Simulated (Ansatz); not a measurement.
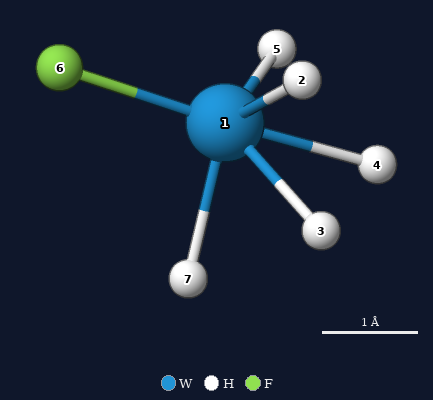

*The structure as given in the input (ball-and-stick view, seen at a tilt; atoms are numbered from 1 in the order of the input). Sticks mark near contacts.*

Bond lengths as drawn: F–W 1.92 Å and H–W 1.68 to 1.78 Å.

# Frequency calculation of WH5F

System: WH5F.
Method: RKS BLYP/def2-SVP (Ansatz 0.2.0).

It belongs to a series of runs on one base structure; here: vibrations at the highest image of the band. Figures and captions count atoms from 1; the log counts them from 0 in places.

The program's output:
```
Engine: ansatz 0.2.0, x86_64-unknown-linux-gnu
Functional definition: BLYP
  parameter beta = 0.0042
  parameter a = 0.04918
  parameter b = 0.132
  parameter c = 0.2533
  parameter d = 0.349
  exchange = b88_x(beta = beta)
  correlation = lyp_c(a = a, b = b, c = c, d = d)
745 factors; their error is unknown
mean field evaluation 1: about -4616.3138 eV, gradient 3.7e1 eV
mean field evaluation 2: about -4591.0862 eV, gradient 1.3e2 eV
mean field evaluation 4: about -4619.0716 eV, gradient 7.2e0 eV
mean field evaluation 8: about -4619.1695 eV, gradient 6.3e-2 eV
mean field evaluation 16: about -4619.1252 eV, gradient 3.1e-5 eV
mean field -4619.12522116 eV, -169.7497209219 hartree, gradient 3.1e-5 eV, S^2 0.000000; 0 other end points of the search recorded, 0 dependent functions left out
the calculation of the forces begins
reference -4619.12558890 eV, -169.7497344364 hartree; 14, 14 occupied and 57, 57 virtual orbitals, 745 factors
these checks for a lower state are left out or cut short: stability, starts, cluster_reference, orbital_swaps, neighbouring_geometries, increment
745 factors; their error is unknown
mean field -4619.12508930 eV, -169.7497160764 hartree, gradient 2.6e-6 eV, S^2 0.000000; 0 other end points of the search recorded, 0 dependent functions left out
[... from here on the field's lines of each further geometry are left out, up to the last ...]
the calculation of the forces begins
reference -4619.12555019 eV, -169.7497330138 hartree; 14, 14 occupied and 57, 57 virtual orbitals, 745 factors
these checks for a lower state are left out or cut short: stability, starts, cluster_reference, orbital_swaps, neighbouring_geometries, increment
745 factors; their error is unknown
mean field -4619.12519010 eV, -169.7497197807 hartree, gradient 2.6e-6 eV, S^2 0.000000; 0 other end points of the search recorded, 0 dependent functions left out
the calculation of the forces begins
reference -4619.12555788 eV, -169.7497332964 hartree; 14, 14 occupied and 57, 57 virtual orbitals, 745 factors
WARN: phonons: modes at or below zero, which the zero-point energy, F, S and C_V leave out: 1, the lowest at -711.78 cm⁻¹. A minimum has none, and a first-order saddle one
Total energy: -4619.12558890 eV, -169.7497344364 hartree
Atom 0 at    -0.066594    -0.294792     0.119474 Å, force    -0.001882     0.018489    -0.006049 eV/Å
Atom 1 at     0.801203    -0.173095     1.573018 Å, force     0.003927    -0.000252     0.000385 eV/Å
Atom 2 at     1.270534     0.724248     0.151700 Å, force     0.002302     0.002910     0.008758 eV/Å
Atom 3 at    -0.165904     1.477995     0.180648 Å, force     0.002009    -0.002644    -0.002726 eV/Å
Atom 4 at    -1.616869     0.417653     0.143851 Å, force    -0.001087    -0.005532     0.000976 eV/Å
Atom 5 at    -0.124727    -2.208861     0.052808 Å, force    -0.002889    -0.010109     0.000144 eV/Å
Atom 6 at     0.802055    -0.073147    -1.321799 Å, force    -0.002380    -0.002862    -0.001488 eV/Å
Dipole moment:    -0.111410    -0.126338    -0.004642 e Å
Vibrations: -711.78 149.64 454.14 482.12 639.25 759.27 830.83 884.48 965.53 968.22 1833.73 2004.23 2024.29 2027.09 2052.79 cm⁻¹, zero-point energy 0.996561 eV
```

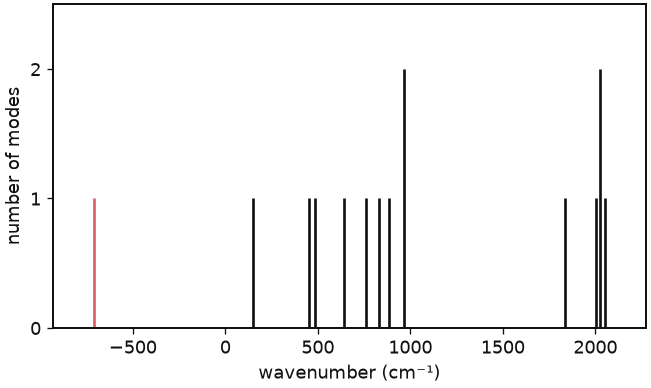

*Harmonic vibrational wavenumbers from the force constants; neighbouring modes closer than 13 cm⁻¹ are counted in one stick, and imaginary ones are drawn at negative wavenumbers.*

15 modes from 712i to 2053 cm⁻¹, 1 imaginary beyond 8i (712i cm⁻¹): a first-order saddle point, if the geometry is stationary.

The run was set up as follows.

Input file:
```yaml
crystal:
  periodic: [false, false, false]
  atoms:
    - { symbol: W, position_ang: [-0.066594, -0.294792, 0.119474] }
    - { symbol: H, position_ang: [0.801203, -0.173095, 1.573018] }
    - { symbol: H, position_ang: [1.270534, 0.724248, 0.1517] }
    - { symbol: H, position_ang: [-0.165904, 1.477995, 0.180648] }
    - { symbol: H, position_ang: [-1.616869, 0.417653, 0.143851] }
    - { symbol: F, position_ang: [-0.124727, -2.208861, 0.052808] }
    - { symbol: H, position_ang: [0.802055, -0.073147, -1.321799] }
basis:
  gaussian: { orbitals: def2-SVP }
hamiltonian:
  xc: blyp
phonons: {}
```

Launched with:
```bash
ansatz run input.yaml --threads 1 --pin off --max-ram 2048MiB --backend cpu --events-out ev --progress --plain --runs-dir out
```

Summary:

| quantity | value |
| --- | --- |
| outcome | converged |
| total energy | −4619.1256 eV |
| mean-field energy | −4619.1256 eV |
| largest force (length of the vector) | 0.020 eV/Å |
| hardware | 1 thread of Intel Xeon (Sapphire Rapids), 16 GiB of memory available, shared host |
| wall time | 39 s |
| peak memory | 0.12 GiB |
